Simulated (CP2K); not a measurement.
# GaHClOF (SMILES [OH][Ga]([F])[Cl]): revPBE-D3(BJ)/TZV2P-MOLOPT-PBE-GTH (core potential)

Aim: the energy change on altering one bond length of GaHClOF at revPBE-D3(BJ)/TZV2P-MOLOPT-PBE-GTH (core potential), from 2 runs. 

The calculation is run with CP2K 2026.2.

## 1. The molecule

GaHClOF: 5 atoms, total charge 0, spin state singlet. SMILES: `[OH][Ga]([F])[Cl]`. Geometry: relaxed at PBE0-D4/def2-TZVP. This is one conformer, not always the lowest.

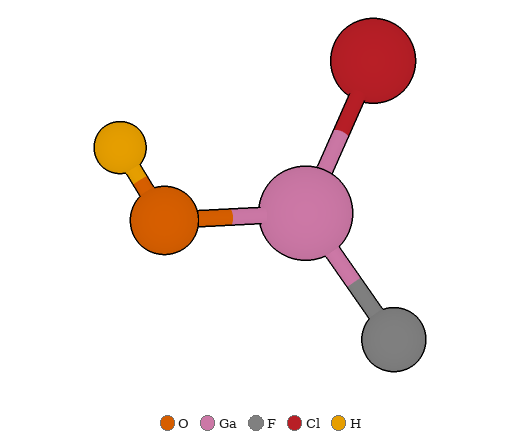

Viewed from a chosen angle; oxygen orange, gallium pink, fluorine grey, chlorine red, hydrogen amber.

## 2. A single-point energy at revPBE-D3(BJ)/TZV2P-MOLOPT-PBE-GTH (core potential)

Contents of job.inp:

```
&GLOBAL
  PROJECT job
  RUN_TYPE ENERGY
  PRINT_LEVEL MEDIUM
&END GLOBAL
&FORCE_EVAL
  METHOD QUICKSTEP
  &DFT
    BASIS_SET_FILE_NAME BASIS_MOLOPT_UZH
    POTENTIAL_FILE_NAME POTENTIAL_UZH
    CHARGE 0
    MULTIPLICITY 1
    &QS
      METHOD GPW
      EPS_DEFAULT 1.0E-10
    &END QS
    &MGRID
      CUTOFF 400
      REL_CUTOFF 50
      NGRIDS 4
    &END MGRID
    &POISSON
      PERIODIC NONE
      POISSON_SOLVER WAVELET
    &END POISSON
    &SCF
      SCF_GUESS ATOMIC
      EPS_SCF 1.0E-06
      MAX_SCF 30
      &OT ON
        MINIMIZER CG
        PRECONDITIONER FULL_ALL
      &END OT
      &OUTER_SCF
        EPS_SCF 1.0E-06
        MAX_SCF 5
      &END OUTER_SCF
    &END SCF
    &XC
      &XC_FUNCTIONAL
        &PBE
          PARAMETRIZATION REVPBE
        &END PBE
      &END XC_FUNCTIONAL
      &VDW_POTENTIAL
        POTENTIAL_TYPE PAIR_POTENTIAL
        &PAIR_POTENTIAL
          TYPE DFTD3(BJ)
          PARAMETER_FILE_NAME dftd3.dat
          REFERENCE_FUNCTIONAL revPBE
          R_CUTOFF 15
        &END PAIR_POTENTIAL
      &END VDW_POTENTIAL
    &END XC
    &PRINT
      &MOMENTS
        PERIODIC F
        REFERENCE COM
        MAX_MOMENT 1
      &END MOMENTS
      &MO_CUBES
        NLUMO 5
        NHOMO -1
        WRITE_CUBE F
      &END MO_CUBES
      &HIRSHFELD OFF
      &END HIRSHFELD
    &END PRINT
  &END DFT
  &SUBSYS
    &CELL
      ABC [angstrom] 13.6 13.6 13.6
      PERIODIC NONE
    &END CELL
    &COORD
      SCALED T
      O    0.44956985   0.38470588   0.56355882
      Ga   0.48163603   0.48815441   0.49263235
      F    0.45468750   0.48445588   0.36817647
      Cl   0.55043015   0.61529412   0.54994853
      H    0.46643750   0.39143382   0.63182353
    &END COORD
    &KIND O
      BASIS_SET TZV2P-MOLOPT-PBE-GTH-q6
      POTENTIAL GTH-PBE-q6
    &END KIND
    &KIND Ga
      BASIS_SET TZV2P-MOLOPT-PBE-GTH-q13
      POTENTIAL GTH-PBE-q13
    &END KIND
    &KIND F
      BASIS_SET TZV2P-MOLOPT-PBE-GTH-q7
      POTENTIAL GTH-PBE-q7
    &END KIND
    &KIND Cl
      BASIS_SET TZV2P-MOLOPT-PBE-GTH-q7
      POTENTIAL GTH-PBE-q7
    &END KIND
    &KIND H
      BASIS_SET TZV2P-MOLOPT-PBE-GTH-q1
      POTENTIAL GTH-PBE-q1
    &END KIND
  &END SUBSYS
&END FORCE_EVAL
```

Run with:

```console
$ OMP_NUM_THREADS=1 cp2k.psmp -i job.inp > job.out 2>&1
```

What it wrote, cut to the lines that bear on the results:

```text
CP2K| version string:                                       CP2K version 2026.2
[...]
 GLOBAL| Method name                                                        CP2K
[...]
 GLOBAL| Run type                                                         ENERGY
[...]
 DFT| Spin restricted Kohn-Sham (RKS) calculation                            RKS
 DFT| Multiplicity                                                             1
[...]
 DFT| Charge                                                                   0
[...]
 FUNCTIONAL| PBE:
[...]
 QS| Method:                                                                 GPW
[...]
 QS| Density cutoff [a.u.]:                                                200.0
[...]
 QS| Relative density cutoff [a.u.]:                                        25.0
[...]
                             - Atoms:                                          5
[...]
                             - Spherical basis functions:                    142
[...]
 Number of electrons:                                                         34
[...]
     1 OT CG       0.15E+00    6.4     0.09225440      -128.8762558437 -1.29E+02
[...]
    21 OT CG       0.94E-01    5.3     0.00000053      -130.6136662893 -1.71E-10
  *** SCF run converged in    21 steps ***
[...]
  Overlap energy of the core charge distribution:               0.00000009516196
  Self energy of the core charge distribution:               -238.29680747912280
  Core Hamiltonian energy:                                     67.61487004258836
  Hartree energy:                                              61.86123539203072
  Exchange-correlation energy:                                -21.78640415057604
  Dispersion energy:                                           -0.00656018934378
  Total energy:                                              -130.61366628926157
[...]
                     Mulliken Population Analysis
 #  Atom  Element  Kind  Atomic population                           Net charge
       1     O        1          6.427423                             -0.427423
       2     Ga       2         11.963717                              1.036283
       3     F        3          7.416662                             -0.416662
       4     Cl       4          7.341207                             -0.341207
       5     H        5          0.850991                              0.149009
 # Total charge                             34.000000                  0.000000
[...]
  Dipole moment [Debye]
    X=  0.3744683E+00 Y= -0.1186213E+00 Z=  0.2121651E+01  Total=      2.1577075
[...]
 WARNING : did not converge in ot_eigensolver
 number of iterations          299  exceeded maximum
 current gradient / target gradient   1.4506331934916209E-003  /    1.0000000000000001E-005
[...]
 HOMO - LUMO gap [eV] :    5.357625
 ENERGY| Total FORCE_EVAL ( QS ) energy [hartree]           -130.613666289261573
[...]
```

It took 3.2 min on 1 thread of Arm Neoverse V1, shared host; peak memory 1.9 GiB.

## 3. The distorted shape, same level

Contents of run.inp:

```
&GLOBAL
    PROJECT run
    RUN_TYPE ENERGY
    PRINT_LEVEL MEDIUM
&END GLOBAL

&FORCE_EVAL
    METHOD Quickstep
    &DFT
        BASIS_SET_FILE_NAME BASIS_MOLOPT_UZH
        POTENTIAL_FILE_NAME POTENTIAL_UZH
        &QS
            METHOD GPW
            EPS_DEFAULT 1.0E-10
        &END QS
        # real-space grids
        &MGRID
            CUTOFF 400
            REL_CUTOFF 50
            NGRIDS 4
        &END MGRID
        # isolated system
        &POISSON
            PERIODIC NONE
            POISSON_SOLVER WAVELET
        &END POISSON
        &SCF
            SCF_GUESS ATOMIC
            EPS_SCF 1.0E-06
            MAX_SCF 40
            &OT
                MINIMIZER DIIS
                PRECONDITIONER FULL_SINGLE_INVERSE
            &END OT
            &OUTER_SCF
                EPS_SCF 1.0E-06
                MAX_SCF 5
            &END OUTER_SCF
        &END SCF
        # functional
        &XC
            &XC_FUNCTIONAL
                &PBE
                    PARAMETRIZATION REVPBE
                &END PBE
            &END XC_FUNCTIONAL
            &VDW_POTENTIAL
                POTENTIAL_TYPE PAIR_POTENTIAL
                &PAIR_POTENTIAL
                    TYPE DFTD3(BJ)
                    PARAMETER_FILE_NAME dftd3.dat
                    REFERENCE_FUNCTIONAL revPBE
                    R_CUTOFF 15
                &END PAIR_POTENTIAL
            &END VDW_POTENTIAL
        &END XC
        # extra output
        &PRINT
            &MOMENTS
                PERIODIC F
                REFERENCE COM
                MAX_MOMENT 1
            &END MOMENTS
            &MO_CUBES
                NLUMO 3
                NHOMO -1
                WRITE_CUBE F
            &END MO_CUBES
            &HIRSHFELD OFF
            &END HIRSHFELD
        &END PRINT
    &END DFT
    &SUBSYS
        # vacuum box
        &CELL
            ABC 13.7 13.7 13.7
            PERIODIC NONE
        &END CELL
        &COORD
            O     -0.445812    -1.226626     0.428133
            Ga    -0.009712     0.180274    -0.536467
            F     -0.376212     0.129974    -2.229067
            Cl     0.925888     1.909374     0.243033
            H     -0.182000    -1.121400     1.495800
        &END COORD
        &TOPOLOGY
            &CENTER_COORDINATES
            &END CENTER_COORDINATES
        &END TOPOLOGY
        &KIND O
            BASIS_SET TZV2P-MOLOPT-PBE-GTH-q6
            POTENTIAL GTH-PBE-q6
        &END KIND
        &KIND Ga
            BASIS_SET TZV2P-MOLOPT-PBE-GTH-q13
            POTENTIAL GTH-PBE-q13
        &END KIND
        &KIND F
            BASIS_SET TZV2P-MOLOPT-PBE-GTH-q7
            POTENTIAL GTH-PBE-q7
        &END KIND
        &KIND Cl
            BASIS_SET TZV2P-MOLOPT-PBE-GTH-q7
            POTENTIAL GTH-PBE-q7
        &END KIND
        &KIND H
            BASIS_SET TZV2P-MOLOPT-PBE-GTH-q1
            POTENTIAL GTH-PBE-q1
        &END KIND
    &END SUBSYS
&END FORCE_EVAL
```

Run with:

```console
$ OMP_NUM_THREADS=1 cp2k.psmp -i run.inp -o run.out
```

What it wrote, cut to the lines that bear on the results:

```text
CP2K| version string:                                       CP2K version 2026.2
[...]
 GLOBAL| Method name                                                        CP2K
[...]
 GLOBAL| Run type                                                         ENERGY
[...]
 DFT| Spin restricted Kohn-Sham (RKS) calculation                            RKS
 DFT| Multiplicity                                                             1
[...]
 DFT| Charge                                                                   0
[...]
 FUNCTIONAL| PBE:
[...]
 QS| Method:                                                                 GPW
[...]
 QS| Density cutoff [a.u.]:                                                200.0
[...]
 QS| Relative density cutoff [a.u.]:                                        25.0
[...]
                             - Atoms:                                          5
[...]
                             - Spherical basis functions:                    142
[...]
 Number of electrons:                                                         34
[...]
     1 OT DIIS     0.80E-01    6.4     0.12129272      -128.8244485415 -1.29E+02
[...]
    29 OT DIIS     0.80E-01    5.3     0.00000098      -130.6020863414 -7.86E-10
  *** SCF run converged in    29 steps ***
[...]
  Overlap energy of the core charge distribution:               0.00000006415839
  Self energy of the core charge distribution:               -238.29680747912280
  Core Hamiltonian energy:                                     67.42456856075903
  Hartree energy:                                              62.00393867058636
  Exchange-correlation energy:                                -21.72723830813866
  Dispersion energy:                                           -0.00654784964146
  Total energy:                                              -130.60208634139912
[...]
  Dipole moment [Debye]
    X=  0.3701124E+00 Y= -0.1863265E+00 Z=  0.2250708E+01  Total=      2.2885337
[...]
 HOMO - LUMO gap [eV] :    5.204349
 ENERGY| Total FORCE_EVAL ( QS ) energy [hartree]           -130.602086341399115
[...]
```

Wall time 2.7 min (1 thread of Arm Neoverse V1, shared host); peak memory 1.9 GiB.

## 4. What came out

Level: revPBE-D3(BJ)/TZV2P-MOLOPT-PBE-GTH (core potential).

| quantity | value |
| --- | --- |
| first shape: total energy | -130.61367 Eh |
| first shape: dipole moment | 2.16 D |
| first shape: HOMO energy | -8.07 eV |
| first shape: LUMO energy | -2.71 eV |
| first shape: HOMO–LUMO gap | 5.36 eV |
| first shape: dispersion energy | -17.22 kJ/mol |
| distorted shape: total energy | -130.60209 Eh |
| distorted shape: dipole moment | 2.29 D |
| distorted shape: HOMO energy | -7.97 eV |
| distorted shape: LUMO energy | -2.76 eV |
| distorted shape: HOMO–LUMO gap | 5.20 eV |
| distorted shape: dispersion energy | -17.19 kJ/mol |
| energy change with the O1–H5 bond stretched from 0.961 to 1.105 Å | 0.315 eV |

What this shows: With the O1–H5 bond stretched from 0.961 to 1.105 Å the energy rises by 0.32 eV (7.3 kcal/mol). The first shape isn't relaxed at this level, so the change isn't measured from a minimum.
